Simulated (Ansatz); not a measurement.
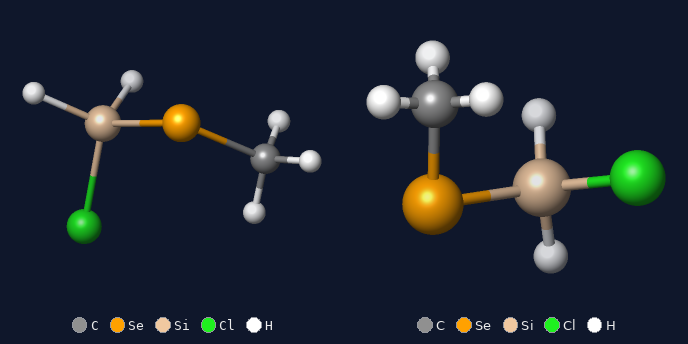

Two views of one molecule.

Which formula does it have?

Answer. CH5ClSeSi, 9 atoms: 1 carbon, 5 hydrogen, 1 chlorine, 1 selenium and 1 silicon.

Give the symmetry (Schoenflies symbol).

Answer. C1.

The parts below concern this one geometry. Atoms keep their numbers from picture to picture. Computed geometry: PBE0-D4/def2-TZVP optimisation.

### Electronic properties

Method: RKS r2SCAN0-D4/def2-TZVPP (Ansatz 0.2.0).

Predict the main results.

- HOMO energy (Kohn–Sham orbital): −7.11 eV
- LUMO energy (Kohn–Sham orbital): −0.20 eV
- HOMO–LUMO gap: 6.90 eV
- dispersion correction: −6.6 kJ/mol

### Vibrations

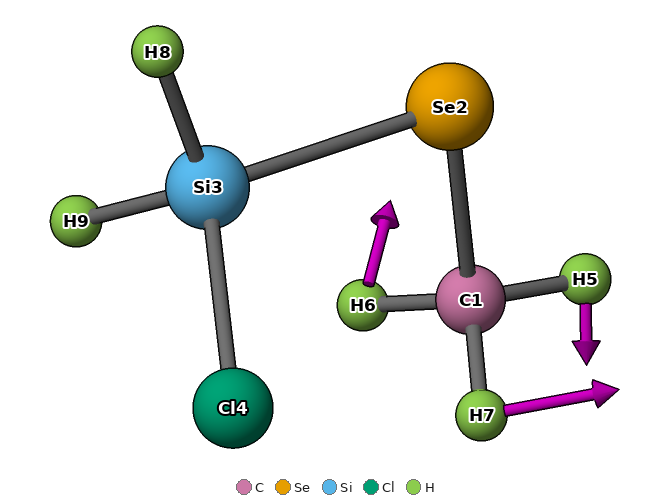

The arrows show one normal mode. Harmonic vibrations computed with RKS PBE0-D4/def2-TZVP (Ansatz 0.2.0) at a stationary point of the same level.

What kind of motion is it?

Answer. Mostly H–C–H bending.

At what wavenumber does it lie?

Answer. 1470 cm⁻¹; it is mode 16 of 21 counted from the lowest.

### Charges

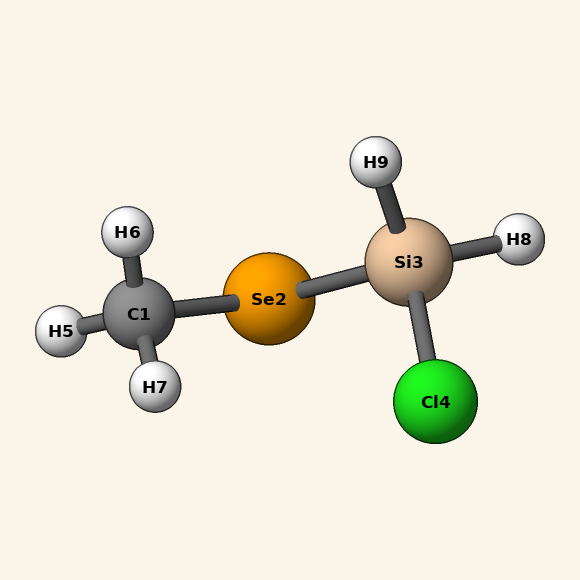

The questions are on Mulliken charges. Method: RKS ωB97M-V/def2-TZVPP (Ansatz 0.2.0).

List the Mulliken charges.

```
atom  value (e)
  C1      −0.43
 Se2      −0.07
 Si3       0.27
 Cl4      −0.22
  H5       0.15
  H6       0.16
  H7       0.16
  H8      −0.01
  H9      −0.01
```

Mulliken values depend strongly on the basis set and can even reverse the polarity of a bond.
